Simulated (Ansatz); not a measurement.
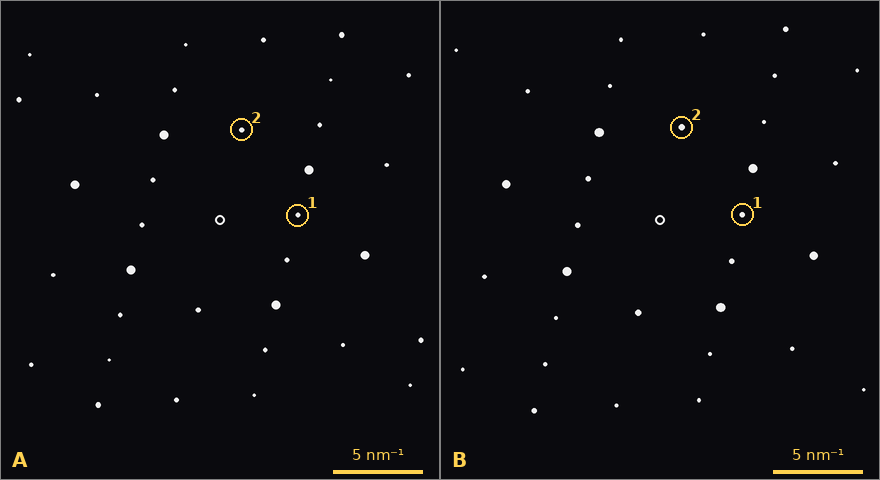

Kinematic electron diffraction patterns (120 kV, B = 0.5 Å², same scale) along [1-10] of the run's own cell, for the start and the end of one relaxation of Co2Os with DFT, PAW plane waves, pbe, spin-orbit (Ansatz 0.2.0). k mesh 6×6×6. The start is a generated model structure, and the relaxation ends in the nearest stationary point of its symmetry, not necessarily the ground state. Spot 1 is -1 -1 -1 and spot 2 is 0 0 -2 in both.

Start structure:

```
Os Co
1.0
     0.00000    4.27127    0.00000
     0.00000   -2.13563    3.94101
     3.71348    2.13563    0.00000
Os Co
2 4
Direct
  0.00000 0.00000 0.00000
  0.25000 0.50000 0.50000
  0.67000 0.00000 0.66000
  0.33000 0.00000 0.34000
  0.58000 0.50000 0.84000
  0.92000 0.50000 0.16000
```

Q: Which pattern belongs to the start structure, and which to the relaxed one?

A: B is the start: its cell gives d(1) = 2.143 Å, d(2) = 1.857 Å and an angle of 73.2°. A is the relaxed structure, with d(1) = 2.264 Å (+5.7 %), d(2) = 1.908 Å (+2.8 %) and 72.7°.

Q: Name reflections whose intensity changes strongly on relaxation.

A: 0 0 2 goes from 22 to 9.2 % of the strongest spot.

Q: Summarise the relaxation behind the change.

A: The volume changed by +13.1 % to 11.79 Å³ an atom; with the mean shift removed, the atoms moved by up to 0.07 Å relative to the cell (Co most); the space group stayed Fddd (No. 70); the free energy fell by 260 meV an atom. Relaxed cell: a = 4.382 Å, b = 4.762 Å, c = 4.401 Å, α = 103.24°, β = 60.14°, γ = 117.39°.
